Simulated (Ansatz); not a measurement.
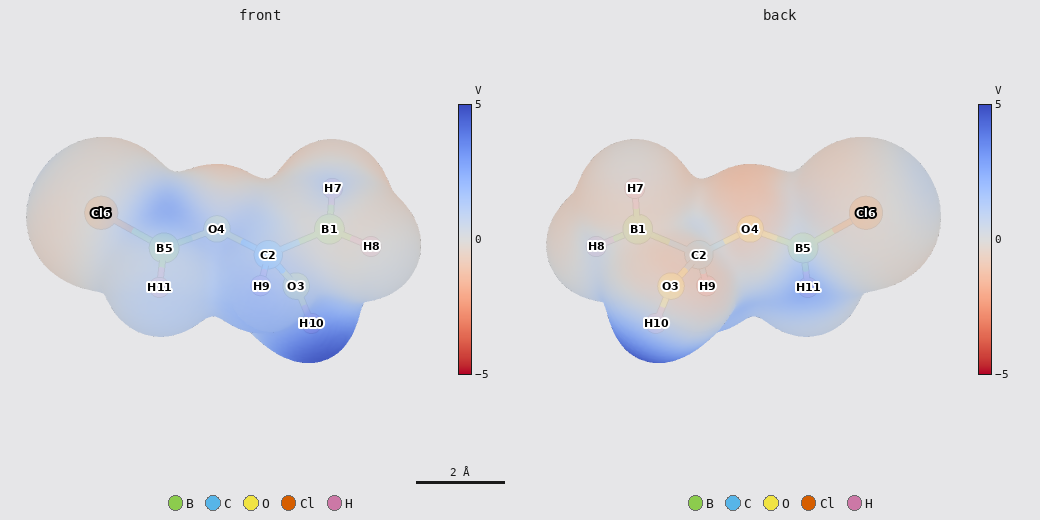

CH₅B₂ClO₂. The molecular electrostatic potential painted on the density surface at 0.004 e/bohr³, seen from the front and from behind; the colour scale runs from red (negative) to blue (positive).

Geometry: PBE0-D4/def2-TZVP.

These are results of Ansatz, RKS PBE0-D4/def2-TZVPP, not measurements.

```xyz
11

B    -1.2911   -1.0311   -0.6374
C    -0.2079    0.0213   -0.3100
O     0.3847   -1.3309   -0.5695
O     0.0913    0.3819    0.9862
B     0.9315    1.3997    1.2505
Cl    1.2540    1.7958    2.9188
H    -1.8166   -1.6155    0.2564
H    -1.6781   -1.1043   -1.7664
H     0.1794    0.7356   -1.0368
H     0.7726   -1.3468   -1.4519
H     1.4456    2.0373    0.3808
```

Q: Where is the surface potential most negative and most positive?

A: The most negative region (about −1.2 V) lies over O4, the most positive (about +4.4 V) over H10. Cl6 shows a σ-hole: about +0.5 V at the tip opposite its bond, against about −0.3 V on its flanks. O4 is the likeliest acceptor of a hydrogen bond.
